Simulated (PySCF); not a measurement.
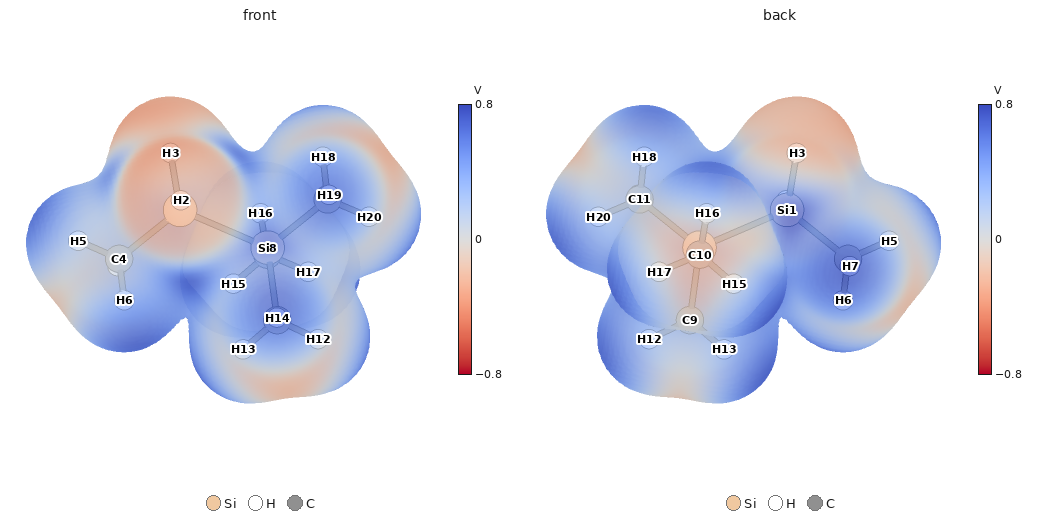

Figure 1: C$_{4}$H$_{14}$Si$_{2}$ (SMILES [H][Si]([H])(C)[Si](C)(C)C). The electrostatic potential painted on the density surface at 0.002 e/bohr³, seen from the front and from behind; red is negative and blue positive.

Geometry: PBE0-D3(BJ)/def2-SVP.

All numbers below come from PBE0/pcSseg-1, SCF density, gas phase, non-relativistic (PySCF).

```xyz
20

Si    1.0392    1.2568    0.7235
H     1.0816    1.2799    2.2248
H     2.4652    1.2569    0.2536
C     0.1756    2.8186    0.0981
H     0.6988    3.7266    0.4335
H    -0.8598    2.8641    0.4696
H     0.1427    2.8300   -1.0023
Si   -0.0539   -0.6864   -0.0208
C    -1.8559   -0.6267    0.5417
C     0.0094   -0.7446   -1.9077
C     0.7852   -2.2176    0.6932
H    -2.4006   -1.5263    0.2113
H    -2.3730    0.2525    0.1258
H    -1.9273   -0.5728    1.6394
H    -0.5021    0.1248   -2.3501
H     1.0482   -0.7494   -2.2731
H    -0.4866   -1.6540   -2.2849
H     1.8401   -2.2747    0.3827
H     0.7565   -2.2098    1.7939
H     0.2792   -3.1339    0.3471
```

### Where is the surface potential most negative and most positive?

The most negative region (about −0.3 V, or −7 kcal/mol for a unit charge) lies over H2 and H3, the most positive (about +0.7 V, or +16 kcal/mol for a unit charge) over the H and Si atoms.

### How polar is the molecule by this calculation?

Its dipole moment is 0.92 D.
